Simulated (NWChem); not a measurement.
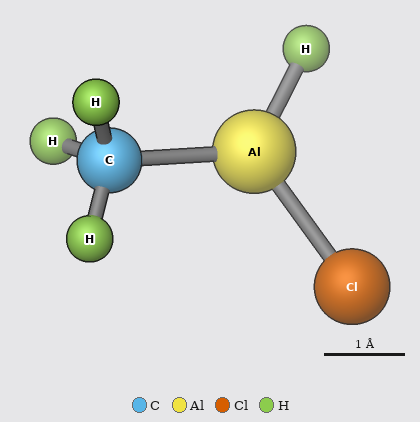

Fig. 1: The structure (ball-and-stick view, seen at a tilt). Sticks mark near contacts.

**Energy and gradient calculation of CH4AlCl**

- system: CH4AlCl, SMILES [CH3][AlH][Cl]
- method: B3LYP/6-31G*, RKS (NWChem 7.3.0)

The geometry comes from this level: PBE0-D4/def2-TZVP.

Input
```
START ch4alcl
memory total 2200 mb

GEOMETRY noautosym nocenter noautoz
   C       -0.712200       0.523000      -0.285500
   Al       0.857100      -0.506700       0.197600
   Cl       0.695700      -2.008100       1.663900
   H       -0.538800       1.590300      -0.112400
   H       -1.598400       0.225700       0.277700
   H       -0.932100       0.413800      -1.352500
   H        2.289900      -0.306000      -0.434600
END

BASIS "ao basis" cartesian
   * library 6-31G*
END

DFT
   xc b3lyp
   grid xfine
   convergence energy 1e-08
   maxiter 100
   mulliken
   noprint "final vectors analysis"
END

TASK dft gradient
```

Run on 1 thread of AMD EPYC (Zen 3), 128 GiB of memory available, shared host.

Run as:
```bash
nwchem ch4alcl.nw > ch4alcl.out
```

What the program printed
```
Northwest Computational Chemistry Package (NWChem) 7.3.0
             --------------------------------------------------------

           Job information
           ---------------

    nwchem branch   = 7.3.0
    use scalapack   = T
    input           = ch4alcl.nw
    prefix          = ch4alcl.
    data base       = ./ch4alcl.db
    status          = startup
    nproc           =        1

           Memory information
           ------------------

    heap     =     72089598 doubles =      550.0 Mbytes
    stack    =     72089595 doubles =      550.0 Mbytes
    global   =    144179200 doubles =     1100.0 Mbytes (distinct from heap & stack)
    total    =    288358393 doubles =     2200.0 Mbytes
    verify   = yes
    hardfail = no

           Directory information
           ---------------------

  0 permanent = .
  0 scratch   = .

                                NWChem Input Module
                                -------------------

 Scaling coordinates for geometry "geometry" by  1.889725989
 (inverse scale =  0.529177249)

                             Geometry "geometry" -> ""
                             -------------------------

 Output coordinates in angstroms (scale by  1.889725989 to convert to a.u.)

  No.       Tag          Charge          X              Y              Z
 ---- ---------------- ---------- -------------- -------------- --------------
    1 C                    6.0000    -0.71220000     0.52300000    -0.28550000
    2 Al                  13.0000     0.85710000    -0.50670000     0.19760000
    3 Cl                  17.0000     0.69570000    -2.00810000     1.66390000
    4 H                    1.0000    -0.53880000     1.59030000    -0.11240000
    5 H                    1.0000    -1.59840000     0.22570000     0.27770000
    6 H                    1.0000    -0.93210000     0.41380000    -1.35250000
    7 H                    1.0000     2.28990000    -0.30600000    -0.43460000

      Atomic Mass
      -----------

      C                 12.000000
      Al                26.981540
      Cl                34.968850
      H                  1.007825

 Effective nuclear repulsion energy (a.u.)     125.5783283200

            Nuclear Dipole moment (a.u.)
            ----------------------------
        X                 Y               Z
 ---------------- ---------------- ----------------
    33.8574646470   -67.3932979307    52.0058261235

            XYZ format geometry
            -------------------
     7
 geometry
 C                    -0.71220000     0.52300000    -0.28550000
 Al                    0.85710000    -0.50670000     0.19760000
 Cl                    0.69570000    -2.00810000     1.66390000
 H                    -0.53880000     1.59030000    -0.11240000
 H                    -1.59840000     0.22570000     0.27770000
 H                    -0.93210000     0.41380000    -1.35250000
 H                     2.28990000    -0.30600000    -0.43460000

 ==============================================================================
                                internuclear distances
 ------------------------------------------------------------------------------
       center one      |      center two      | atomic units |  angstroms
 ------------------------------------------------------------------------------
    2 Al               |   1 C                |     3.66255  |     1.93814
    3 Cl               |   2 Al               |     3.97754  |     2.10482
    4 H                |   1 C                |     2.06937  |     1.09506
    5 H                |   1 C                |     2.06225  |     1.09130
    6 H                |   1 C                |     2.06903  |     1.09488
    7 H                |   2 Al               |     2.98366  |     1.57888
 ------------------------------------------------------------------------------
                         number of included internuclear distances:          6
 ==============================================================================

 ==============================================================================
                                 internuclear angles
 ------------------------------------------------------------------------------
        center 1       |       center 2       |       center 3       |  degrees
 ------------------------------------------------------------------------------
    2 Al               |   1 C                |   4 H                |   110.50
    2 Al               |   1 C                |   5 H                |   112.59
    2 Al               |   1 C                |   6 H                |   110.64
    4 H                |   1 C                |   5 H                |   108.21
    4 H                |   1 C                |   6 H                |   106.44
    5 H                |   1 C                |   6 H                |   108.22
    1 C                |   2 Al               |   3 Cl               |   119.38
    1 C                |   2 Al               |   7 H                |   124.57
    3 Cl               |   2 Al               |   7 H                |   116.05
 ------------------------------------------------------------------------------
                            number of included internuclear angles:          9
 ==============================================================================

 Summary of "ao basis" -> "" (cartesian)
 ------------------------------------------------------------------------------
       Tag                 Description            Shells   Functions and Types
 ---------------- ------------------------------  ------  ---------------------
 *                           6-31G*                   on all atoms

                                 NWChem DFT Module
                                 -----------------

                      Basis "ao basis" -> "ao basis" (cartesian)
                      -----
  [basis functions not shown]

 Summary of "ao basis" -> "ao basis" (cartesian)
 ------------------------------------------------------------------------------
       Tag                 Description            Shells   Functions and Types
 ---------------- ------------------------------  ------  ---------------------
 C                           6-31G*                  6       15   3s2p1d
 Al                          6-31G*                  8       19   4s3p1d
 Cl                          6-31G*                  8       19   4s3p1d
 H                           6-31G*                  2        2   2s

 Summary of "ao basis" -> "ao basis" (cartesian)
 ------------------------------------------------------------------------------
       Tag                 Description            Shells   Functions and Types
 ---------------- ------------------------------  ------  ---------------------
 C                           6-31G*                  6       15   3s2p1d
 Al                          6-31G*                  8       19   4s3p1d
 Cl                          6-31G*                  8       19   4s3p1d
 H                           6-31G*                  2        2   2s

  Caching 1-el integrals
  itol2e modified to match energy
  convergence criterion.
  tol_rho modified to match energy
  convergence criterion.

            General Information
            -------------------
          SCF calculation type: DFT
          Wavefunction type:  closed shell.
          No. of atoms     :     7
          No. of electrons :    40
           Alpha electrons :    20
            Beta electrons :    20
          Charge           :     0
          Spin multiplicity:     1
          Use of symmetry is: off; symmetry adaption is: off
          Maximum number of iterations: 100
          AO basis - number of functions:    61
                     number of shells:    30
          Convergence on energy requested:  1.00D-08
          Convergence on density requested:  1.00D-05
          Convergence on gradient requested:  5.00D-04

              XC Information
              --------------
                         B3LYP Method XC Potential
                     Hartree-Fock (Exact) Exchange  0.200
                        Slater Exchange Functional  0.800 local
                    Becke 1988 Exchange Functional  0.720 non-local
              Lee-Yang-Parr Correlation Functional  0.810
                  VWN I RPA Correlation Functional  0.190 local

             Grid Information
             ----------------
          Grid used for XC integration:  xfine
          Radial quadrature: Mura-Knowles
          Angular quadrature: Lebedev.
          Tag              B.-S. Rad. Rad. Pts. Rad. Cut. Ang. Pts.
          ---              ---------- --------- --------- ---------
          C                   0.70      100          10.0      1454
          Al                  1.25      125           9.0      1454
          Cl                  1.00      125          11.0      1454
          H                   0.35      100          11.0      1202
          Grid pruning is: on
          Number of quadrature shells:   750
          Spatial weights used:  Erf1

          Convergence Information
          -----------------------
          Convergence aids based upon iterative change in
          total energy or number of iterations.
          Levelshifting, if invoked, occurs when the
          HOMO/LUMO gap drops below (HL_TOL):  1.00D-02
          DIIS, if invoked, will attempt to extrapolate
          using up to (NFOCK): 10 stored Fock matrices.

                    Damping( 0%)  Levelshifting(0.5)       DIIS
                  --------------- ------------------- ---------------
          dE  on:    start            ASAP                start
          dE off:    2 iters        100 iters           100 iters

      Screening Tolerance Information
      -------------------------------
          Density screening/tol_rho:  1.00D-11
          AO Gaussian exp screening on grid/accAOfunc:  18
          CD Gaussian exp screening on grid/accCDfunc:  20
          XC Gaussian exp screening on grid/accXCfunc:  20
          Schwarz screening/accCoul:  1.00D-09

      Superposition of Atomic Density Guess
      -------------------------------------

 Sum of atomic energies:        -740.96241772

      Non-variational initial energy
      ------------------------------

 Total energy =    -741.882580
 1-e energy   =   -1273.647368
 2-e energy   =     406.186459
 HOMO         =      -0.339974
 LUMO         =       0.013823

   Time after variat. SCF:      0.4

     ---------------------------------------------
      Total Density - Mulliken Population Analysis
     ---------------------------------------------

    Atom       Charge   Shell Charges
 -----------   ------   -------------------------------------------------------
    1 C    6     7.09   2.00  0.72  2.15  0.71  1.48  0.03
    2 Al  13    12.08   2.00  2.00  5.97  0.82  0.80  0.23  0.13  0.14
    3 Cl  17    17.48   2.00  2.00  5.98  1.38  3.77  0.55  1.79  0.01
    4 H    1     0.74   0.45  0.29
    5 H    1     0.74   0.45  0.29
    6 H    1     0.74   0.45  0.29
    7 H    1     1.13   0.47  0.66
   Time prior to 1st pass:      0.4

 Grid_pts file          = ./ch4alcl.gridpts.0
 Record size in doubles =  12289        No. of grid_pts per rec  =   3070
 Max. records in memory =    392        Max. recs in file   = *********

 Grid integrated density:      40.000000464847
 Requested integration accuracy:   0.10E-07

           Memory utilization after 1st SCF pass:
           Heap Space remaining (MW):       33.71            33714422
          Stack Space remaining (MW):       72.09            72089060

   convergence    iter        energy       DeltaE   RMS-Dens  Diis-err    time
 ---------------- ----- ----------------- --------- --------- ---------  ------
 d= 0,ls=0.0,diis     1   -743.1813069670 -8.69D+02  1.41D-02  4.06D-01     2.8
 Grid integrated density:      40.000000515053
 Requested integration accuracy:   0.10E-07
 d= 0,ls=0.0,diis     2   -743.1970202124 -1.57D-02  8.15D-03  1.19D-01     4.8
 d= 0,ls=0.0,diis     3   -743.2111472469 -1.41D-02  2.56D-03  2.90D-02     7.0
 d= 0,ls=0.0,diis     4   -743.2154851431 -4.34D-03  2.68D-04  1.74D-04     9.3
 d= 0,ls=0.0,diis     5   -743.2155089714 -2.38D-05  7.13D-05  2.40D-05    11.5
  Resetting Diis
 d= 0,ls=0.0,diis     6   -743.2155119123 -2.94D-06  2.28D-05  2.15D-06    13.6
 d= 0,ls=0.0,diis     7   -743.2155122049 -2.93D-07  6.99D-06  4.61D-08    15.8
 d= 0,ls=0.0,diis     8   -743.2155122045  4.08D-10  3.67D-06  5.37D-08    18.0

         Total DFT energy =     -743.215512204499
      One electron energy =    -1276.416450550646
           Coulomb energy =      461.516653476637
    Exchange-Corr. energy =      -53.894043450497
 Nuclear repulsion energy =      125.578328320007

 Numeric. integr. density =       39.999999978897

     Total iterative time =     17.6s

     ---------------------------------------------
      Total Density - Mulliken Population Analysis
     ---------------------------------------------

    Atom       Charge   Shell Charges
 -----------   ------   -------------------------------------------------------
    1 C    6     6.71   1.99  0.67  2.12  0.68  1.22  0.02
    2 Al  13    12.45   2.00  1.99  5.96  0.97  1.15  0.13  0.14  0.10
    3 Cl  17    17.28   2.00  1.99  5.97  1.45  3.64  0.55  1.71 -0.04
    4 H    1     0.83   0.51  0.31
    5 H    1     0.82   0.52  0.30
    6 H    1     0.83   0.51  0.31
    7 H    1     1.09   0.49  0.60

     -------------------------------------------
      Total Density - Lowdin Population Analysis
     -------------------------------------------

    Atom       Charge   Shell Charges
 -----------   ------   -------------------------------------------------------
    1 C    6     6.67   1.98  0.36  1.92  0.35  1.59  0.46
    2 Al  13    12.65   2.00  1.97  5.89  0.37  1.08  0.24  0.43  0.66
    3 Cl  17    17.18   2.00  1.98  5.91  0.65  3.37  0.44  2.06  0.76
    4 H    1     0.82   0.47  0.35
    5 H    1     0.82   0.48  0.34
    6 H    1     0.82   0.47  0.35
    7 H    1     1.05   0.48  0.57

 center of mass
 --------------
 x =   0.92380367 y =  -1.83389208 z =   1.41655451

 moments of inertia (a.u.)
 ------------------
         492.079954074700         108.442356208222         -67.112993884314
         108.442356208222         322.735116466607         232.663164042031
         -67.112993884314         232.663164042031         406.638278585361

     Multipole analysis of the density
     ---------------------------------

     L   x y z        total         alpha         beta         nuclear
     -   - - -        -----         -----         ----         -------
     0   0 0 0     -0.000000    -20.000000    -20.000000     40.000000

     1   1 0 0     -0.236092    -17.046778    -17.046778     33.857465
     1   0 1 0      0.622184     34.007741     34.007741    -67.393298
     1   0 0 1     -0.514347    -26.260086    -26.260086     52.005826

     2   2 0 0    -26.252847    -66.297880    -66.297880    106.342914
     2   1 1 0      1.362419     61.272011     61.272011   -121.181603
     2   1 0 1     -0.009839    -41.041191    -41.041191     82.072543
     2   0 2 0    -26.403045   -149.572673   -149.572673    272.742301
     2   0 1 1      3.568536    108.098386    108.098386   -212.628235
     2   0 0 2    -25.500129   -102.330419   -102.330419    179.160709

            General Information
            -------------------
          SCF calculation type: DFT
          Wavefunction type:  closed shell.
          No. of atoms     :     7
          No. of electrons :    40
           Alpha electrons :    20
            Beta electrons :    20
          Charge           :     0
          Spin multiplicity:     1
          Use of symmetry is: off; symmetry adaption is: off
          Maximum number of iterations: 100
          AO basis - number of functions:    61
                     number of shells:    30
          Convergence on energy requested:  1.00D-08
          Convergence on density requested:  1.00D-05
          Convergence on gradient requested:  5.00D-04

              XC Information
              --------------
                         B3LYP Method XC Potential
                     Hartree-Fock (Exact) Exchange  0.200
                        Slater Exchange Functional  0.800 local
                    Becke 1988 Exchange Functional  0.720 non-local
              Lee-Yang-Parr Correlation Functional  0.810
                  VWN I RPA Correlation Functional  0.190 local

             Grid Information
             ----------------
          Grid used for XC integration:  xfine
          Radial quadrature: Mura-Knowles
          Angular quadrature: Lebedev.
          Tag              B.-S. Rad. Rad. Pts. Rad. Cut. Ang. Pts.
          ---              ---------- --------- --------- ---------
          C                   0.70      100          10.0      1454
          Al                  1.25      125           9.0      1454
          Cl                  1.00      125          11.0      1454
          H                   0.35      100          11.0      1202
          Grid pruning is: on
          Number of quadrature shells:   750
          Spatial weights used:  Erf1

          Convergence Information
          -----------------------
          Convergence aids based upon iterative change in
          total energy or number of iterations.
          Levelshifting, if invoked, occurs when the
          HOMO/LUMO gap drops below (HL_TOL):  1.00D-02
          DIIS, if invoked, will attempt to extrapolate
          using up to (NFOCK): 10 stored Fock matrices.

                    Damping( 0%)  Levelshifting(0.5)       DIIS
                  --------------- ------------------- ---------------
          dE  on:    start            ASAP                start
          dE off:    2 iters        100 iters           100 iters

      Screening Tolerance Information
      -------------------------------
          Density screening/tol_rho:  1.00D-11
          AO Gaussian exp screening on grid/accAOfunc:  18
          CD Gaussian exp screening on grid/accCDfunc:  20
          XC Gaussian exp screening on grid/accXCfunc:  20
          Schwarz screening/accCoul:  1.00D-09

                            NWChem DFT Gradient Module
                            --------------------------

  charge          =   0.00
  wavefunction    = closed shell

                         DFT ENERGY GRADIENTS

    atom               coordinates                        gradient
                 x          y          z           x          y          z
   1 C      -1.345863   0.988327  -0.539517    0.000684  -0.000676   0.000257
   2 Al      1.619684  -0.957524   0.373410   -0.002754  -0.002598   0.003308
   3 Cl      1.314682  -3.794759   3.144315    0.000142   0.004935  -0.004687
   4 H      -1.018184   3.005231  -0.212405    0.000090  -0.002132  -0.000384
   5 H      -3.020538   0.426511   0.524777    0.002137   0.000147  -0.000793
   6 H      -1.761414   0.781969  -2.555854    0.000821   0.000176   0.002071
   7 H       4.327284  -0.578256  -0.821275   -0.001121   0.000147   0.000228

                 ----------------------------------------
                 |  Time  |  1-e(secs)   |  2-e(secs)   |
                 ----------------------------------------
                 |  CPU   |       0.01   |       4.95   |
                 ----------------------------------------
                 |  WALL  |       0.01   |       4.95   |
                 ----------------------------------------

 Task  times  cpu:       25.4s     wall:       25.4s
 Total times  cpu:       25.5s     wall:       25.5s
```

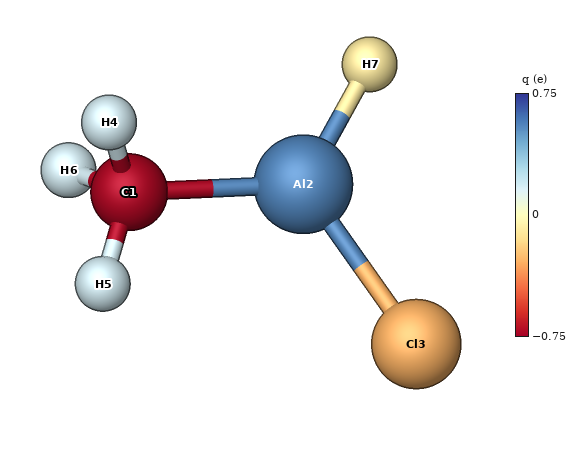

Fig. 2: Mulliken charges, as the colour of each atom (ball-and-stick view, seen at a tilt; atoms are numbered from 1 in the order of the input). By element: C −0.71, Al +0.55, Cl −0.28 and H −0.09 to +0.18 e.

Key numbers

| quantity | value |
| --- | --- |
| outcome | converged |
| total energy | −743.215512 hartree |
| basis functions | 61 |
| largest force | 0.350 eV/Å |
| dipole moment | 2.14 D |
| wall time | 26 s |
| peak memory | 0.13 GiB |
